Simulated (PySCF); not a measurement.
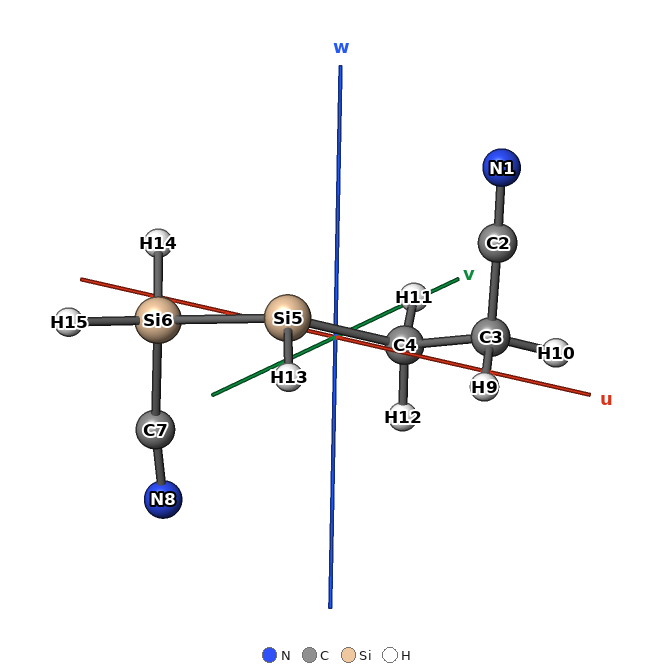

The lines u, v and w are the principal axes of the g tensor. Charge 0, doublet. The geometry was computed by an optimisation with GFN2-xTB. No frequency run is at hand to confirm it as a minimum. Level of theory: UKS B3LYP, pcH-1 on C H N Si, non-relativistic, mean-field spin-orbit, GIAO (PySCF 2.14.0).

> Along which axis does g lie farthest from the free-electron value?

Along v: the shift is 2827 ppm.

Give the principal values and shifts.

| axis | g | shift (ppm) |
| --- | --- | --- |
| u | 2.00423 | 1907 |
| v | 2.00515 | 2827 |
| w | 2.00207 | −253 |

The geometry is semi-empirical. Around Si such bond lengths and angles can be off by a tenth of an ångström or more and by several degrees, and values that hang on the shape move with them.
